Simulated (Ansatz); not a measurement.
# Run report: AlNH$_{3}$ClF$_{2}$, frequency calculation

The run: frequency calculation of AlNH$_{3}$ClF$_{2}$. Method and program: RHF/def2-SVP (Ansatz 0.2.0).

It belongs to a series of runs on one base structure; here: vibrations at the highest image of the band.

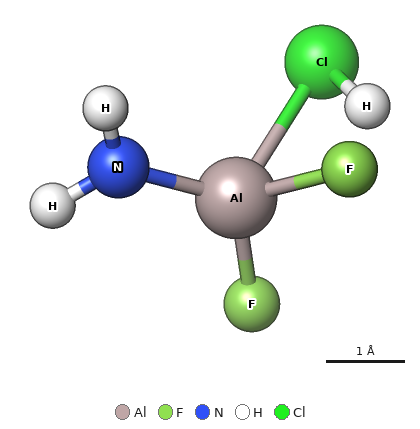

The input geometry (ball-and-stick view, seen at a tilt). Sticks mark near contacts.

### Results in brief

| quantity | value |
| --- | --- |
| outcome | converged |
| total energy | −26020.9018 eV |
| mean-field energy | −26020.9018 eV |
| largest force (length of the vector) | 0.001 eV/Å |
| hardware | 1 thread of Arm Neoverse V2, 24 GiB of memory available, shared host |
| wall time | 51 s |
| peak memory | 0.17 GiB |

### Input
```yaml
crystal:
  periodic: [false, false, false]
  atoms:
    - { symbol: Al, position_ang: [-0.140681, 0.37524, -0.073649] }
    - { symbol: F, position_ang: [-0.062991, -0.115223, 1.64753] }
    - { symbol: F, position_ang: [1.341912, 0.278944, -0.781358] }
    - { symbol: "N", position_ang: [-1.607259, -0.059575, -0.923536] }
    - { symbol: H, position_ang: [-2.525802, -0.116713, -0.529226] }
    - { symbol: H, position_ang: [-1.64414, -0.250708, -1.906266] }
    - { symbol: Cl, position_ang: [-0.189948, 2.396935, 1.186582] }
    - { symbol: H, position_ang: [-0.088689, 1.063901, 1.885125] }
basis:
  gaussian: { orbitals: def2-SVP }
hamiltonian:
  xc: hf
phonons: {}
```

Run as:
```bash
ansatz run input.yaml --threads 1 --pin off --max-ram 2048MiB --backend cpu --events-out ev --progress --plain --runs-dir out
```

### What the program printed
```
Engine: ansatz 0.2.0, aarch64-unknown-linux-gnu
Functional definition: HF
  exchange = exact_x
  correlation = 0
937 factors; integrals over basis functions are off by at most 5.0e-4 eV
mean field evaluation 1: about -26017.1367 eV, gradient 4.4e1 eV
mean field evaluation 2: about -26017.1827 eV, gradient 4.4e1 eV
mean field evaluation 4: about -26020.8746 eV, gradient 2.2e0 eV
mean field evaluation 8: about -26020.9017 eV, gradient 2.0e-1 eV
mean field -26020.90181538 eV, -956.2505041146 hartree, gradient 3.6e-5 eV, S^2 0.000000; 0 other end points of the search recorded, 0 dependent functions left out
the calculation of the forces begins
reference -26020.90181538 eV, -956.2505041146 hartree; 29, 29 occupied and 64, 64 virtual orbitals, 937 factors
these checks for a lower state are left out or cut short: stability, starts, cluster_reference, orbital_swaps, neighbouring_geometries, increment
937 factors; integrals over basis functions are off by at most 5.0e-4 eV
mean field evaluation 16: about -26020.9017 eV, gradient 6.4e-4 eV
mean field -26020.90166146 eV, -956.2504984581 hartree, gradient 7.4e-6 eV, S^2 0.000000; 0 other end points of the search recorded, 0 dependent functions left out
[... from here on the field's lines of each further geometry are left out, up to the last ...]
the calculation of the forces begins
reference -26020.90178544 eV, -956.2505030142 hartree; 29, 29 occupied and 64, 64 virtual orbitals, 937 factors
these checks for a lower state are left out or cut short: stability, starts, cluster_reference, orbital_swaps, neighbouring_geometries, increment
937 factors; integrals over basis functions are off by at most 5.0e-4 eV
mean field -26020.90178855 eV, -956.2505031285 hartree, gradient 2.4e-6 eV, S^2 0.000000; 0 other end points of the search recorded, 0 dependent functions left out
the calculation of the forces begins
reference -26020.90178855 eV, -956.2505031285 hartree; 29, 29 occupied and 64, 64 virtual orbitals, 937 factors
WARN: phonons: modes at or below zero, which the zero-point energy, F, S and C_V leave out: 1, the lowest at -1250.13 cm⁻¹. A minimum has none, and a first-order saddle one
Total energy: -26020.90181538 eV, -956.2505041146 hartree
Atom 0 at    -0.140681     0.375240    -0.073649 Å, force     0.000803     0.000223    -0.000152 eV/Å
Atom 1 at    -0.062991    -0.115223     1.647530 Å, force     0.000122     0.000612     0.000528 eV/Å
Atom 2 at     1.341912     0.278944    -0.781358 Å, force    -0.000202     0.000092     0.000118 eV/Å
Atom 3 at    -1.607259    -0.059575    -0.923536 Å, force    -0.001123    -0.000229     0.000190 eV/Å
Atom 4 at    -2.525802    -0.116713    -0.529226 Å, force     0.000132    -0.000015    -0.000086 eV/Å
Atom 5 at    -1.644140    -0.250708    -1.906266 Å, force     0.000377     0.000123    -0.000062 eV/Å
Atom 6 at    -0.189948     2.396935     1.186582 Å, force     0.000204    -0.000135     0.000087 eV/Å
Atom 7 at    -0.088689     1.063901     1.885125 Å, force    -0.000313    -0.000672    -0.000621 eV/Å
Dipole moment:    -0.507985    -0.049209     0.060773 e Å
Vibrations: -1250.13 102.30 186.36 206.88 242.05 254.91 369.71 440.39 512.91 666.85 711.55 856.70 930.05 996.18 1586.91 1667.21 3800.98 3886.74 cm⁻¹, zero-point energy 1.079819 eV
```

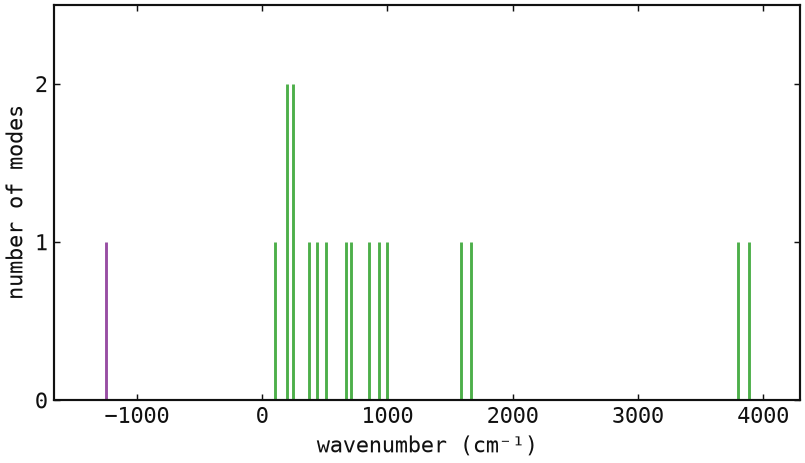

Harmonic vibrational wavenumbers from the force constants; neighbouring modes closer than 23 cm⁻¹ are counted in one stick, and imaginary ones are drawn at negative wavenumbers. 18 modes from 1250i to 3887 cm⁻¹, 1 imaginary beyond 8i (1250i cm⁻¹): a first-order saddle point, if the geometry is stationary.
